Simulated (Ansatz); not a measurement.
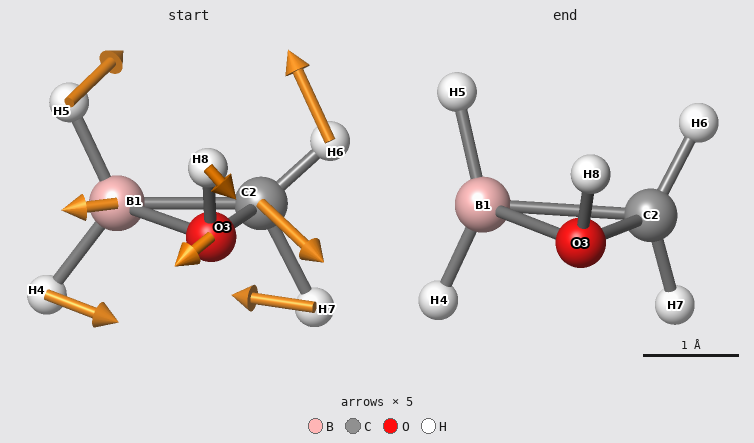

The structure of CH5BO (charge +1, multiplicity 2) before (left) and after (right) a relaxation, at one scale. The orange arrows give the displacements, 5 times their true length.

The picture is a ball-and-stick view, seen from a free direction.

Computed with UKS B2GP-PLYP/aug-cc-pVDZ (Ansatz 0.2.0).

Input file:
```yaml
crystal:
  periodic: [false, false, false]
  atoms:
    - {symbol: B, position_ang: [-0.485729, 0.170320, -0.608985]}
    - {symbol: C, position_ang: [0.533573, 0.347528, 0.502770]}
    - {symbol: O, position_ang: [0.238500, -0.973023, 0.198812]}
    - {symbol: H, position_ang: [-0.206216, 0.227860, -1.855814]}
    - {symbol: H, position_ang: [-1.617789, 0.294380, -0.286757]}
    - {symbol: H, position_ang: [0.531411, 0.558296, 1.460568]}
    - {symbol: H, position_ang: [1.765583, 0.433567, 0.149843]}
    - {symbol: H, position_ang: [-0.429777, -1.446684, 0.800262]}
basis:
  gaussian: {orbitals: aug-cc-pVDZ}
total_charge: 1
magnetization: {spin_polarized: true, initial_magnetization: 1}
hamiltonian: {xc: {name: B2GP-PLYP}}
relax: {f_tol: 0.001, max_steps: 3}
output: {forces: true}
```

Run as
```bash
ansatz run in.yaml --threads 2 --pin off --events-out ev --progress --plain --max-ram 4352MiB
```

Question: Summarise the run.

Answer: The relaxation stopped without meeting its thresholds, so the last structure isn't shown to be converged. The input was poor on purpose: steps. The atom that moves furthest after the best rigid fit is H5 (0.22 Å). Largest moves by element: H 0.22 Å, C 0.21 Å, B 0.12 Å, O 0.11 Å. Among the contacts that change: B1–C2 1.519 → 1.771 Å, C2–H7 1.284 → 1.119 Å, C2–H6 0.981 → 1.101 Å, B1–H4 1.279 → 1.170 Å. Among the angles between lasting bonds that change: B1–C2–H6 137.6° → 113.7°, H6–C2–H7 104.8° → 127.0°, H4–B1–H5 118.0° → 137.9°. Over 2 geometry steps the energy falls by 2.164 eV. Largest force component: 7.4 eV/Å at the start, 1.7 eV/Å at the end. Cost: 31 s on 2 threads of Arm Neoverse V2, with other jobs on the host.
